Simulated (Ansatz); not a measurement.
**GeH3SO (charge −1): geometry relaxation (part 1 of 2)**

The run: geometry relaxation of GeH3SO, charge −1. Method and program: RKS PBE-D4/def2-SVPD (Ansatz 0.2.0).

Figures and captions count atoms from 1; the log counts them from 0 in places.

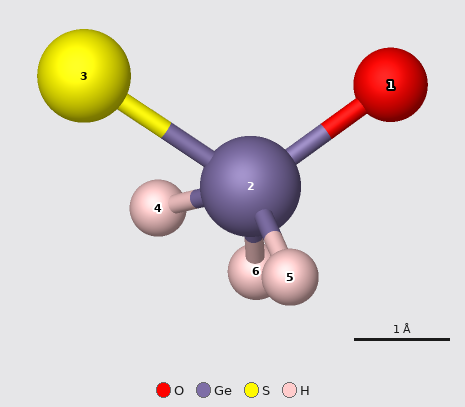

*The structure as given in the input (ball-and-stick view, seen at a tilt; atoms are numbered from 1 in the order of the input). Sticks mark near contacts.*

Bond lengths as drawn: Ge–H 1.51 to 1.57 Å, Ge–O 1.83 Å and Ge–S 2.12 Å.

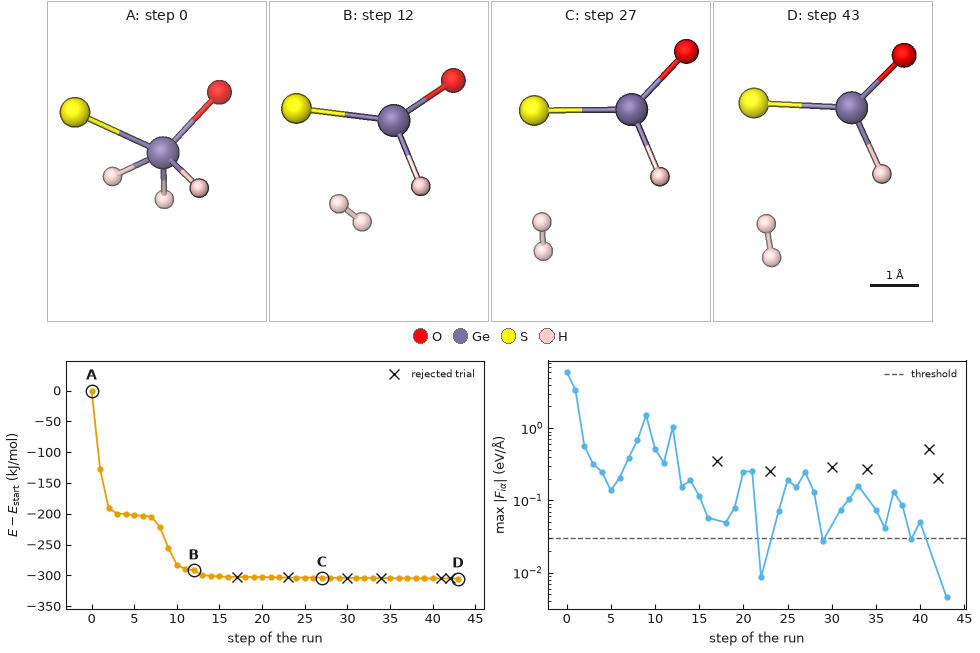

*Frames of the relaxation (ball-and-stick view, seen at a tilt) above the curves, on which the letters mark them (the first geometry is step 0 here and step 1 in the log).*

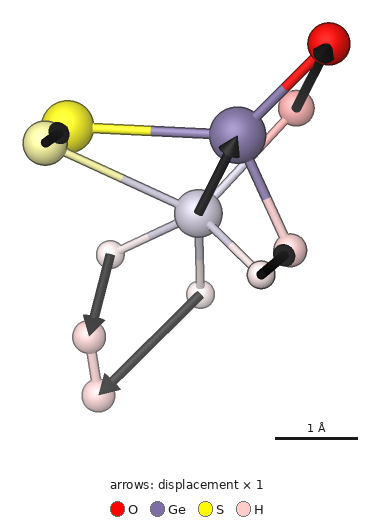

*Start (faint) and end (solid) with the displacements as black arrows, at true length (ball-and-stick view, seen at a tilt). The two geometries are laid on each other by the best rigid fit.*

The atom that moves furthest after the best rigid fit is H6 (1.76 Å). By element the largest moves are H 1.76 Å, O 1.74 Å, Ge 1.14 Å, S 0.64 Å. Distances before and after: Ge2–H6 1.567 → 3.999 Å, Ge2–H4 1.510 → 3.384 Å, H4–H6 1.239 → 0.778 Å, O1–Ge2 1.831 → 1.694 Å. New bonds form: H4–H6 (1.24 → 0.78 Å). Bonds break: Ge2–H4 (1.51 → 3.38 Å), Ge2–H6 (1.57 → 4.00 Å). Among the angles that change: O1–Ge2–S3 111.0° → 133.2°, O1–Ge2–H5 102.6° → 113.3°, S3–Ge2–H5 117.0° → 113.5°. The energy falls by 305.1 kJ/mol in 43 geometry steps. The largest force component goes from 6 to 0.0046 eV/Å. The line search rejected the trial steps at points 17, 23, 30, 34, 41, 42 (counted from 0) and went back. (Atoms are counted from 1 in the order of the input.)

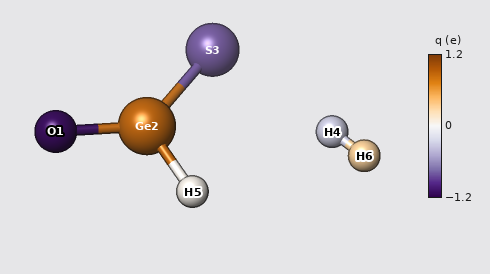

*Mulliken charges, as the colour of each atom (ball-and-stick view, seen at a tilt; atoms are numbered from 1 in the order of the input).*

By element: O −1.13, Ge +0.90, S −0.83 and H −0.30 to +0.33 e.

These pictures come from the run below.

Input
```yaml
crystal:
  periodic: [false, false, false]
  atoms:
    - {symbol: O, position_ang: [-0.454727, -1.338441, -0.250749]}
    - {symbol: Ge, position_ang: [0.344804, 0.273481, 0.089639]}
    - {symbol: S, position_ang: [-1.081024, 1.845587, 0.085367]}
    - {symbol: H, position_ang: [0.278916, 0.927957, 1.448838]}
    - {symbol: H, position_ang: [1.472707, 0.331814, -0.995888]}
    - {symbol: H, position_ang: [1.102318, 0.002483, 1.433759]}
basis:
  gaussian: {orbitals: def2-SVPD}
total_charge: -1
hamiltonian: {xc: pbe, dispersion: d4}
relax: {f_tol: 0.03, max_steps: 250}
```

Run as:
```bash
ansatz run in.yaml --threads 2 --pin off --events-out ev --progress --plain --max-ram 4352MiB
```

What the program printed
```
Functional definition: PBE
  name "PBE"
  cite "Perdew, Burke & Ernzerhof, Phys. Rev. Lett. 77, 3865 (1996) doi:10.1103/PhysRevLett.77.3865"
  parent pbe
  parameter kappa = 0.804
  parameter beta = 0.06672455060314922
  exchange = pbe_x(kappa = kappa, mu = beta*pi^2/3)
  correlation = pbe_c(beta = beta)
1056 factors; their error is unknown
mean field evaluation 1: about -69416.7475 eV, gradient 4.7e1 eV
mean field evaluation 2: about -69240.4634 eV, gradient 1.9e2 eV
mean field evaluation 4: about -69420.0973 eV, gradient 1.3e1 eV
mean field evaluation 8: about -69420.8251 eV, gradient 4.1e-1 eV
mean field evaluation 16: about -69420.7995 eV, gradient 1.6e-3 eV
mean field -69420.79953363 eV, -2551.1673277530 hartree, gradient 4.0e-5 eV, S^2 0.000000; 2 other end points of the search recorded, 0 dependent functions left out
the calculation of the forces begins
reference -69420.79957473 eV, -2551.1673292634 hartree; 30, 30 occupied and 82, 82 virtual orbitals, 1056 factors
relax step   1: F+E_penalty+E_count = -69420.94412212 eV  Δ(F+E_penalty+E_count) = +0.000e0 eV  max|allowed force component| = 6.044e0 eV/Å  Δτ_max = 0.0000 Å  (65 SCF iters, accepted)
these checks for a lower state are left out or cut short: starts, cluster_reference, orbital_swaps, neighbouring_geometries, increment
1056 factors; their error is unknown
mean field evaluation 32: about -69422.1267 eV, gradient 1.3e0 eV
mean field -69422.12555380 eV, -2551.2160580954 hartree, gradient 8.8e-6 eV, S^2 0.000000; 0 other end points of the search recorded, 0 dependent functions left out
[... from here on the field's lines of each further geometry are left out, up to the last ...]
relax step   2: F+E_penalty+E_count = -69422.26734777 eV  Δ(F+E_penalty+E_count) = -1.323e0 eV  max|allowed force component| = 3.388e0 eV/Å  Δτ_max = 0.1947 Å  (39 SCF iters, accepted)
relax step   3: F+E_penalty+E_count = -69422.92248988 eV  Δ(F+E_penalty+E_count) = -6.551e-1 eV  max|allowed force component| = 5.671e-1 eV/Å  Δτ_max = 0.1915 Å  (35 SCF iters, accepted)
relax step   4: F+E_penalty+E_count = -69423.01611979 eV  Δ(F+E_penalty+E_count) = -9.363e-2 eV  max|allowed force component| = 3.192e-1 eV/Å  Δτ_max = 0.1018 Å  (31 SCF iters, accepted)
relax step   5: F+E_penalty+E_count = -69423.01994571 eV  Δ(F+E_penalty+E_count) = -3.826e-3 eV  max|allowed force component| = 2.484e-1 eV/Å  Δτ_max = 0.1275 Å  (31 SCF iters, accepted)
relax step   6: F+E_penalty+E_count = -69423.04471863 eV  Δ(F+E_penalty+E_count) = -2.477e-2 eV  max|allowed force component| = 1.378e-1 eV/Å  Δτ_max = 0.0758 Å  (30 SCF iters, accepted)
relax step   7: F+E_penalty+E_count = -69423.05008004 eV  Δ(F+E_penalty+E_count) = -5.361e-3 eV  max|allowed force component| = 2.069e-1 eV/Å  Δτ_max = 0.0177 Å  (31 SCF iters, accepted)
relax step   8: F+E_penalty+E_count = -69423.06360796 eV  Δ(F+E_penalty+E_count) = -1.353e-2 eV  max|allowed force component| = 3.841e-1 eV/Å  Δτ_max = 0.0194 Å  (31 SCF iters, accepted)
relax step   9: F+E_penalty+E_count = -69423.23572581 eV  Δ(F+E_penalty+E_count) = -1.721e-1 eV  max|allowed force component| = 6.819e-1 eV/Å  Δτ_max = 0.1172 Å  (36 SCF iters, accepted)
relax step  10: F+E_penalty+E_count = -69423.59020634 eV  Δ(F+E_penalty+E_count) = -3.545e-1 eV  max|allowed force component| = 1.508e0 eV/Å  Δτ_max = 0.1947 Å  (37 SCF iters, accepted)
relax step  11: F+E_penalty+E_count = -69423.87391322 eV  Δ(F+E_penalty+E_count) = -2.837e-1 eV  max|allowed force component| = 5.167e-1 eV/Å  Δτ_max = 0.1918 Å  (36 SCF iters, accepted)
relax step  12: F+E_penalty+E_count = -69423.94728326 eV  Δ(F+E_penalty+E_count) = -7.337e-2 eV  max|allowed force component| = 3.334e-1 eV/Å  Δτ_max = 0.1601 Å  (31 SCF iters, accepted)
relax step  13: F+E_penalty+E_count = -69423.97138288 eV  Δ(F+E_penalty+E_count) = -2.410e-2 eV  max|allowed force component| = 1.032e0 eV/Å  Δτ_max = 0.1951 Å  (32 SCF iters, accepted)
relax step  14: F+E_penalty+E_count = -69424.04860639 eV  Δ(F+E_penalty+E_count) = -7.722e-2 eV  max|allowed force component| = 1.560e-1 eV/Å  Δτ_max = 0.2000 Å  (31 SCF iters, accepted)
relax step  15: F+E_penalty+E_count = -69424.06306224 eV  Δ(F+E_penalty+E_count) = -1.446e-2 eV  max|allowed force component| = 1.903e-1 eV/Å  Δτ_max = 0.2000 Å  (30 SCF iters, accepted)
relax step  16: F+E_penalty+E_count = -69424.07150597 eV  Δ(F+E_penalty+E_count) = -8.444e-3 eV  max|allowed force component| = 1.157e-1 eV/Å  Δτ_max = 0.2000 Å  (30 SCF iters, accepted)
relax step  17: F+E_penalty+E_count = -69424.07808045 eV  Δ(F+E_penalty+E_count) = -6.574e-3 eV  max|allowed force component| = 5.763e-2 eV/Å  Δτ_max = 0.1056 Å  (31 SCF iters, accepted)
relax step  18: F+E_penalty+E_count = -69424.07642315 eV  Δ(F+E_penalty+E_count) = +1.657e-3 eV  max|allowed force component| = 3.531e-1 eV/Å  Δτ_max = 0.1958 Å  (36 SCF iters, rejected (line search))
relax step  19: F+E_penalty+E_count = -69424.07902652 eV  Δ(F+E_penalty+E_count) = -9.461e-4 eV  max|allowed force component| = 4.939e-2 eV/Å  Δτ_max = 0.0224 Å  (30 SCF iters, accepted)
relax step  20: F+E_penalty+E_count = -69424.08273595 eV  Δ(F+E_penalty+E_count) = -3.709e-3 eV  max|allowed force component| = 7.876e-2 eV/Å  Δτ_max = 0.0983 Å  (30 SCF iters, accepted)
relax step  21: F+E_penalty+E_count = -69424.08363518 eV  Δ(F+E_penalty+E_count) = -8.992e-4 eV  max|allowed force component| = 2.508e-1 eV/Å  Δτ_max = 0.1489 Å  (31 SCF iters, accepted)
relax step  22: F+E_penalty+E_count = -69424.08390527 eV  Δ(F+E_penalty+E_count) = -2.701e-4 eV  max|allowed force component| = 2.526e-1 eV/Å  Δτ_max = 0.0401 Å  (30 SCF iters, accepted)
relax step  23: F+E_penalty+E_count = -69424.08941597 eV  Δ(F+E_penalty+E_count) = -5.511e-3 eV  max|allowed force component| = 8.589e-3 eV/Å  Δτ_max = 0.1001 Å  (31 SCF iters, accepted)
relax step  24: F+E_penalty+E_count = -69424.08906450 eV  Δ(F+E_penalty+E_count) = +3.515e-4 eV  max|allowed force component| = 2.585e-1 eV/Å  Δτ_max = 0.1960 Å  (35 SCF iters, rejected (line search))
relax step  25: F+E_penalty+E_count = -69424.09072817 eV  Δ(F+E_penalty+E_count) = -1.312e-3 eV  max|allowed force component| = 7.225e-2 eV/Å  Δτ_max = 0.0957 Å  (31 SCF iters, accepted)
relax step  26: F+E_penalty+E_count = -69424.09128099 eV  Δ(F+E_penalty+E_count) = -5.528e-4 eV  max|allowed force component| = 1.908e-1 eV/Å  Δτ_max = 0.0714 Å  (31 SCF iters, accepted)
relax step  27: F+E_penalty+E_count = -69424.09160871 eV  Δ(F+E_penalty+E_count) = -3.277e-4 eV  max|allowed force component| = 1.536e-1 eV/Å  Δτ_max = 0.0455 Å  (30 SCF iters, accepted)
relax step  28: F+E_penalty+E_count = -69424.09200698 eV  Δ(F+E_penalty+E_count) = -3.983e-4 eV  max|allowed force component| = 2.471e-1 eV/Å  Δτ_max = 0.0706 Å  (31 SCF iters, accepted)
relax step  29: F+E_penalty+E_count = -69424.09361875 eV  Δ(F+E_penalty+E_count) = -1.612e-3 eV  max|allowed force component| = 1.304e-1 eV/Å  Δτ_max = 0.0205 Å  (30 SCF iters, accepted)
relax step  30: F+E_penalty+E_count = -69424.09570840 eV  Δ(F+E_penalty+E_count) = -2.090e-3 eV  max|allowed force component| = 2.764e-2 eV/Å  Δτ_max = 0.0729 Å  (29 SCF iters, accepted)
relax step  31: F+E_penalty+E_count = -69424.09430548 eV  Δ(F+E_penalty+E_count) = +1.403e-3 eV  max|allowed force component| = 2.869e-1 eV/Å  Δτ_max = 0.1958 Å  (35 SCF iters, rejected (line search))
relax step  32: F+E_penalty+E_count = -69424.09703374 eV  Δ(F+E_penalty+E_count) = -1.325e-3 eV  max|allowed force component| = 7.435e-2 eV/Å  Δτ_max = 0.0956 Å  (31 SCF iters, accepted)
relax step  33: F+E_penalty+E_count = -69424.09746523 eV  Δ(F+E_penalty+E_count) = -4.315e-4 eV  max|allowed force component| = 1.057e-1 eV/Å  Δτ_max = 0.0296 Å  (30 SCF iters, accepted)
relax step  34: F+E_penalty+E_count = -69424.09835591 eV  Δ(F+E_penalty+E_count) = -8.907e-4 eV  max|allowed force component| = 1.597e-1 eV/Å  Δτ_max = 0.0705 Å  (31 SCF iters, accepted)
relax step  35: F+E_penalty+E_count = -69424.09447787 eV  Δ(F+E_penalty+E_count) = +3.878e-3 eV  max|allowed force component| = 2.727e-1 eV/Å  Δτ_max = 0.1179 Å  (31 SCF iters, rejected (line search))
relax step  36: F+E_penalty+E_count = -69424.10014036 eV  Δ(F+E_penalty+E_count) = -1.784e-3 eV  max|allowed force component| = 7.466e-2 eV/Å  Δτ_max = 0.0575 Å  (30 SCF iters, accepted)
relax step  37: F+E_penalty+E_count = -69424.10199642 eV  Δ(F+E_penalty+E_count) = -1.856e-3 eV  max|allowed force component| = 4.172e-2 eV/Å  Δτ_max = 0.0974 Å  (31 SCF iters, accepted)
relax step  38: F+E_penalty+E_count = -69424.10323820 eV  Δ(F+E_penalty+E_count) = -1.242e-3 eV  max|allowed force component| = 1.327e-1 eV/Å  Δτ_max = 0.1446 Å  (32 SCF iters, accepted)
relax step  39: F+E_penalty+E_count = -69424.10418716 eV  Δ(F+E_penalty+E_count) = -9.490e-4 eV  max|allowed force component| = 8.524e-2 eV/Å  Δτ_max = 0.0120 Å  (30 SCF iters, accepted)
relax step  40: F+E_penalty+E_count = -69424.10512355 eV  Δ(F+E_penalty+E_count) = -9.364e-4 eV  max|allowed force component| = 2.908e-2 eV/Å  Δτ_max = 0.0412 Å  (30 SCF iters, accepted)
relax step  41: F+E_penalty+E_count = -69424.10595477 eV  Δ(F+E_penalty+E_count) = -8.312e-4 eV  max|allowed force component| = 5.068e-2 eV/Å  Δτ_max = 0.1104 Å  (31 SCF iters, accepted)
relax step  42: F+E_penalty+E_count = -69424.09664420 eV  Δ(F+E_penalty+E_count) = +9.311e-3 eV  max|allowed force component| = 5.189e-1 eV/Å  Δτ_max = 0.1961 Å  (34 SCF iters, rejected (line search))
relax step  43: F+E_penalty+E_count = -69424.09486117 eV  Δ(F+E_penalty+E_count) = +1.109e-2 eV  max|allowed force component| = 2.043e-1 eV/Å  Δτ_max = 0.0613 Å  (32 SCF iters, rejected (line search))
the calculation of the forces begins
reference -69423.97380937 eV, -2551.2839802346 hartree; 30, 30 occupied and 82, 82 virtual orbitals, 1056 factors
relax step  44: F+E_penalty+E_count = -69424.10664323 eV  Δ(F+E_penalty+E_count) = -6.885e-4 eV  max|allowed force component| = 4.562e-3 eV/Å  Δτ_max = 0.0234 Å  (30 SCF iters, accepted)
1056 factors; their error is unknown
mean field evaluation 352: about -69423.9996 eV, gradient 3.3e-2 eV
mean field -69423.97376393 eV, -2551.2839785649 hartree, gradient 1.5e-5 eV, S^2 0.000000; 1 other end points of the search recorded, 0 dependent functions left out
the calculation of the forces begins
reference -69423.97380937 eV, -2551.2839802346 hartree; 30, 30 occupied and 82, 82 virtual orbitals, 1056 factors
Total energy: -69424.10668866 eV, -2551.2888634587 hartree
Atom 0 at    -0.725877    -1.163247    -2.051056 Å, force     0.002101     0.002101    -0.000207 eV/Å
Atom 1 at    -0.268570    -0.216863    -0.722854 Å, force    -0.004562     0.000320     0.000096 eV/Å
Atom 2 at    -1.309572     1.171005     0.501636 Å, force    -0.001360    -0.001229    -0.000745 eV/Å
Atom 3 at     1.024305     1.323626     1.998792 Å, force     0.000011     0.000726    -0.000089 eV/Å
Atom 4 at     1.249300    -0.408163    -0.311567 Å, force     0.002007    -0.002400     0.001317 eV/Å
Atom 5 at     1.693408     1.336524     2.396015 Å, force     0.001803     0.000482    -0.000372 eV/Å
Dipole moment:     0.423886     0.006994     0.183957 e Å
```

Trajectory as extended XYZ (Å, eV, eV/Å), 35 of the 44 frames kept, from step=1 to step=44
```
6
Properties=species:S:1:pos:R:3:forces:R:3 step=1 energy=-69420.94412
O    -0.4547   -1.3384   -0.2507    1.3342   1.7580   0.8768
Ge    0.3448    0.2735    0.0896   -1.7853  -5.4489  -6.0443
S    -1.0810    1.8456    0.0854   -0.2422   1.3141   0.9862
H     0.2789    0.9280    1.4488   -0.0363   1.5927   2.3424
H     1.4727    0.3318   -0.9959    0.4955   0.5416   0.3857
H     1.1023    0.0025    1.4338    0.2341   0.2425   1.4531
6
Properties=species:S:1:pos:R:3:forces:R:3 step=2 energy=-69422.26735
O    -0.4147   -1.4669   -0.1984    0.8686   1.7240   0.1543
Ge    0.2761    0.1672   -0.0584   -1.4399  -3.3885  -2.8604
S    -1.0199    1.9376    0.2320    0.6944  -0.1090   0.7107
H     0.2735    0.9695    1.3847    0.0381   0.7113   0.9284
H     1.5463    0.3843   -0.9853   -0.0075   0.2525   0.3082
H     1.0018    0.0512    1.4363   -0.1537   0.8097   0.7588
6
Properties=species:S:1:pos:R:3:forces:R:3 step=4 energy=-69423.01612
O    -0.4148   -1.5899   -0.3247    0.0810   0.2368  -0.0981
Ge    0.1874   -0.0067   -0.1998   -0.1618   0.0413  -0.0463
S    -0.8931    1.9118    0.3931    0.1204  -0.3192  -0.1022
H     0.2989    1.0694    1.3869   -0.0162   0.1809   0.0087
H     1.5473    0.3733   -0.9304   -0.1503  -0.0857   0.0170
H     0.9373    0.2850    1.4858    0.1268  -0.0541   0.2209
6
Properties=species:S:1:pos:R:3:forces:R:3 step=5 energy=-69423.01995
O    -0.4215   -1.5889   -0.4016    0.0136   0.0286   0.0031
Ge    0.1822   -0.0226   -0.1819   -0.2484   0.0187  -0.0706
S    -0.9209    1.8620    0.3981    0.1976  -0.0764  -0.0693
H     0.3883    1.1566    1.3613   -0.2323  -0.1383   0.1286
H     1.5213    0.3516   -0.9207    0.0450   0.0032   0.0049
H     0.9136    0.2842    1.5557    0.2246   0.1642   0.0033
6
Properties=species:S:1:pos:R:3:forces:R:3 step=6 energy=-69423.04472
O    -0.4274   -1.5881   -0.4014   -0.0039   0.0267   0.0090
Ge    0.1732   -0.0203   -0.1952   -0.0864   0.0907  -0.0174
S    -0.9047    1.8712    0.3847    0.0264  -0.0897  -0.0287
H     0.3320    1.1239    1.4002    0.0764  -0.1378  -0.0038
H     1.5241    0.3412   -0.9225    0.0257  -0.0108  -0.0080
H     0.9657    0.3150    1.5452   -0.0381   0.1207   0.0489
```
